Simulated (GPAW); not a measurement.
# PBE/real-space grid (scalar-relativistic datasets) run of C2H5N (ethanimine)

Wanted: the charge distribution of C2H5N (ethanimine). The job is set up through an ASE script.

The results are computed with GPAW 26.7.0.

6 further runs of the same task are left out: 1 for a known fault of the program, 1 that didn't finish, 4 set aside as unsound or not needed.

## (1) Starting point

C2H5N has 8 atoms, charge 0, and is taken as a singlet. As SMILES, `[H]/N=C\C`. The shape is that of a PBE0-D4/def2-TZVP optimisation.

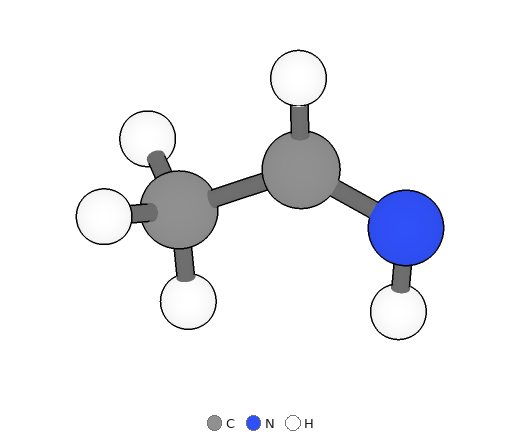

Viewed from a chosen angle; carbon grey, nitrogen blue, hydrogen white.

## (2) The charge distribution at PBE/real-space grid (scalar-relativistic datasets)

Input file C2H5N.xyz:

```xyz
8

C     -0.471200     0.591900    -0.316000
C      0.663100    -0.171000     0.284300
N      0.697800    -1.395000     0.593600
H     -0.168400     1.032800    -1.270700
H     -1.342300    -0.045400    -0.480200
H     -0.756700     1.422800     0.336400
H      1.571900     0.409700     0.476500
H     -0.194200    -1.845700     0.376100
```

Input file sp.py:

```python
import numpy as np
from ase.io import read
from ase.units import Debye
from gpaw import GPAW

molecule = read('C2H5N.xyz')
molecule.center(vacuum=4.5)

calculator = GPAW(mode='fd', h=0.18, xc='PBE', maxiter=150, txt='-')
molecule.calc = calculator

energy = molecule.get_potential_energy()
print(f'Energy: {energy:.5f} eV')
forces = molecule.get_forces()
print('Forces (eV/Ang)')
for symbol, f in zip(molecule.symbols, forces):
    print(f'{symbol:2} {f[0]:9.4f} {f[1]:9.4f} {f[2]:9.4f}')
dipole = molecule.get_dipole_moment() / Debye
print(f'Dipole: {np.linalg.norm(dipole):.3f} D')
homo, lumo = calculator.get_homo_lumo()
print(f'HOMO                    {homo:.3f} eV')
print(f'LUMO: {lumo:.3f} eV')
print(f'Gap: {lumo - homo:.3f} eV')
```

The run is started by

```
$ python sp.py
```

What values should one expect? Wanted: energy as printed; dipole moment; HOMO energy; LUMO energy; HOMO–LUMO gap; largest force on an atom.

**Answer.** As computed:

Level: PBE/real-space grid (scalar-relativistic datasets).

| quantity | value |
| --- | --- |
| energy as printed (from the program's reference atoms) | -44.3103 eV |
| dipole moment | 2.57 D |
| HOMO energy | -6.11 eV |
| LUMO energy | -1.29 eV |
| HOMO–LUMO gap | 4.82 eV |
| largest force on an atom | 0.781 eV/Å |

In words: The largest force is 0.78 eV/Å: the shape isn't a stationary point for this species at this level.
